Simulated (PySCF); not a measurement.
C6H5F2N

| atom | x (Å) | y (Å) | z (Å) |
| --- | --- | --- | --- |
| F | 2.6243 | -1.2357 | -0.4435 |
| C | 2.1891 | 0.0065 | -0.1082 |
| F | 2.6951 | 0.2506 | 1.1286 |
| C | 0.6821 | 0.0656 | -0.0956 |
| C | -0.0530 | -0.7728 | 0.7326 |
| C | -1.4348 | -0.6700 | 0.6990 |
| C | -2.0143 | 0.2568 | -0.1524 |
| C | -1.1826 | 1.0438 | -0.9365 |
| N | 0.1347 | 0.9534 | -0.9116 |
| H | 2.6238 | 0.7300 | -0.8116 |
| H | 0.4494 | -1.4773 | 1.3764 |
| H | -2.0460 | -1.3013 | 1.3267 |
| H | -3.0855 | 0.3679 | -0.2084 |
| H | -1.5830 | 1.7819 | -1.6177 |

Geometry: GFN2-xTB.

Level of theory: PySCF 2.14.0, PBE0/def2-SVPD, SCF density, gas phase.

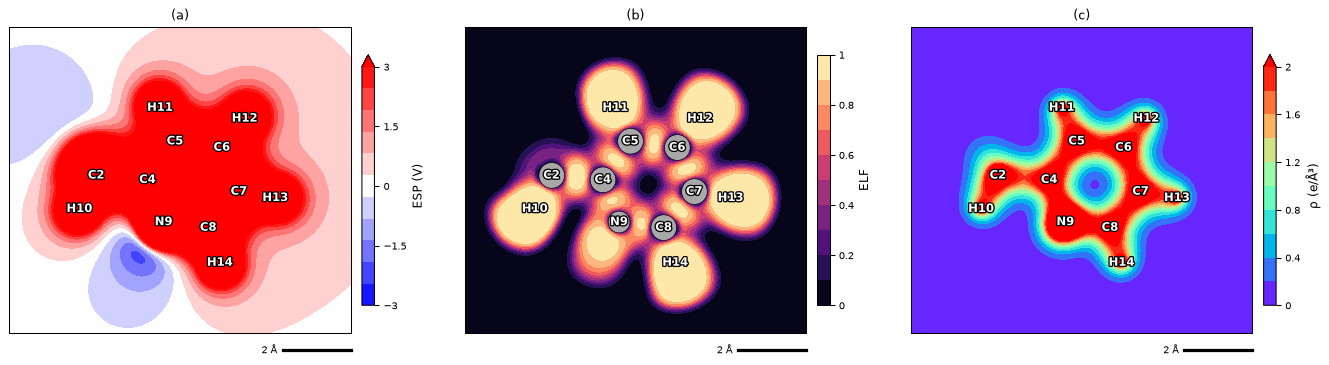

Figure 1. (a) molecular electrostatic potential; (b) electron localisation function; (c) total electron density on the plane of atoms C4, C5 and C6. Grey discs cover the atomic cores in the ELF map.

> Read the bonding off the picture.

Atoms in the plane: C, N and H. C–N (1.32 Å): ρ at the midpoint is about 2.5 e/Å³; the ELF peaks at about 0.90 between the atoms, as expected for a covalent bond. C–C (1.39 Å): the density is about 2.1 e/Å³ at the midpoint; the ELF peaks at about 0.95 between the atoms (a covalent bond). C–H (1.08 Å): the density is about 2 e/Å³ at the midpoint; the ELF climbs to about 1 towards the hydrogen, as it does in any bond to H: a covalent bond by its length. C–C (1.51 Å): ρ is about 1.8 e/Å³ halfway; the ELF peaks at about 1 between the atoms (a shared electron pair). The ELF also peaks beside N9, away from the bonds: lone-pair regions. Outside the dense part of the molecule the potential is most negative (−2.1 V) near N9.

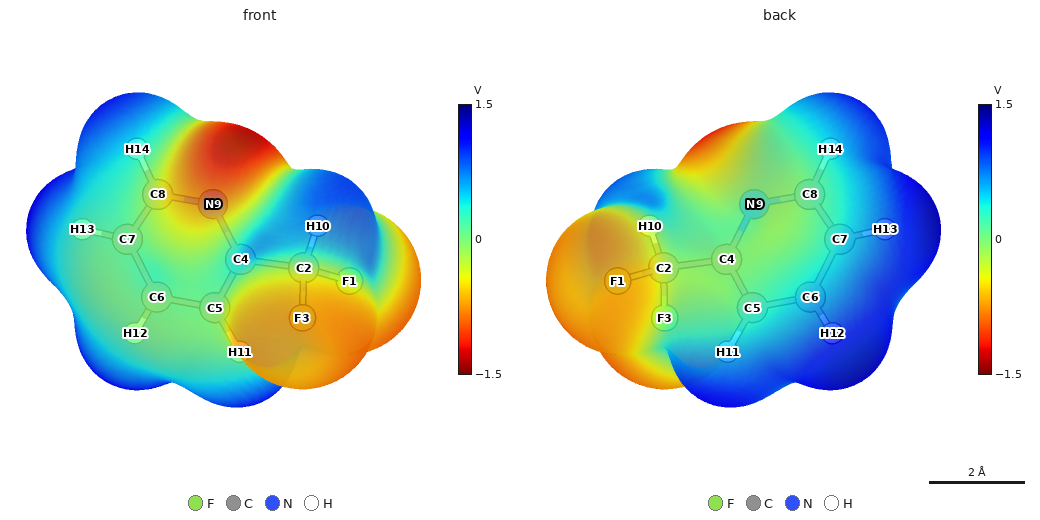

Figure 2. The molecular electrostatic potential painted on the density surface at 0.002 e/bohr³, seen from the front and from behind; red is negative and blue positive.

> Which sites attract a positive test charge, and which a negative one?

A positive charge is drawn to the negative regions and a negative charge to the positive ones. The most negative region (about −1.3 V) lies over N9, the most positive (about +1.3 V) over H12 and H13. N9 is the likeliest acceptor of a hydrogen bond.

> What dipole moment does the calculation give?

Its dipole moment is 3.20 D.

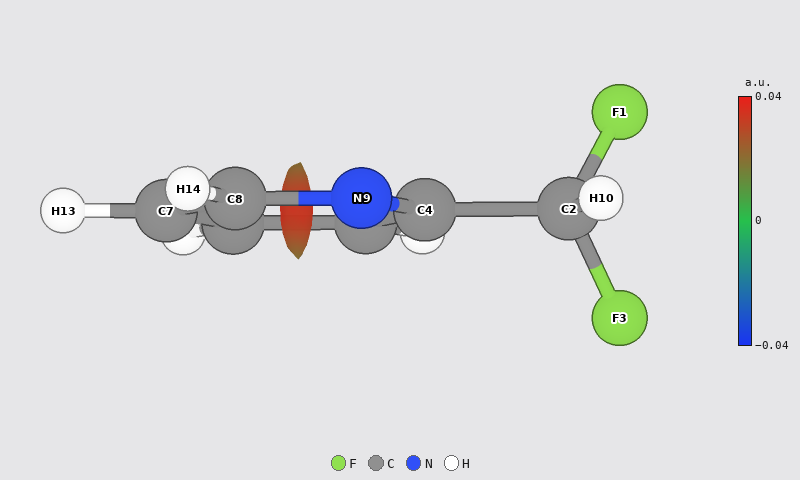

Figure 3. Non-covalent interaction (NCI) plot: the surface where the reduced density gradient is 0.5, for densities under 0.05 a.u., coloured by sign(λ₂)ρ; seen from one side.

> Identify the weak interactions.

Inside the ring or cage of C4, C5, C6, C7, C8 and N9: steric crowding (red).
